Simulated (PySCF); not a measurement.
# CH7BNP: the cost of one run

The runs use PySCF 2.14.0, with density-fitted response routines of our own; the level of theory stands in each step. All values are computed, except where a source is named. Atoms are numbered from 0 throughout.

## 1. The molecule as given

11 atoms, charge 0, multiplicity 1; geometry from: PBE0-D3(BJ)/def2-SVP.

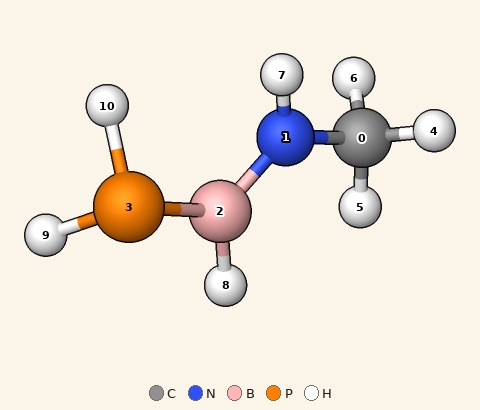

The starting geometry (carbon grey, nitrogen blue, boron pink, phosphorus orange, hydrogen white), atoms numbered.

## 2. Shielding tensors: HF/pcSseg-2

What the job is given:

```
{"job": {"kind": "nmr", "xc": "HF", "basis": "pcSseg-2", "pop": false}, "charge": 0, "multiplicity": 1}
C     -1.670886     0.148510    -0.204181
N     -0.286797     0.256750     0.188288
B      0.826424     0.045596    -0.617227
P      2.627949     0.383868    -0.025570
H     -2.203289     1.109429    -0.101106
H     -1.727854    -0.158696    -1.256790
H     -2.210219    -0.600567     0.400114
H     -0.156399     0.517862     1.160204
H      0.650977    -0.269162    -1.774026
H      3.183857    -0.852680    -0.465929
H      2.493282    -0.011471     1.341296
```

Method: GIAO HF/pcSseg-2 NMR shielding, non-relativistic, gas phase.

Launch:

```sh
> OMP_NUM_THREADS=1 python probes_run.py task.json out
```

This one command runs all jobs of the session in turn.

Q: Estimate the wall time and peak memory of this first job on 1 thread of Arm Neoverse V2, shared host.

About 11 s, with a peak of 1 GiB.
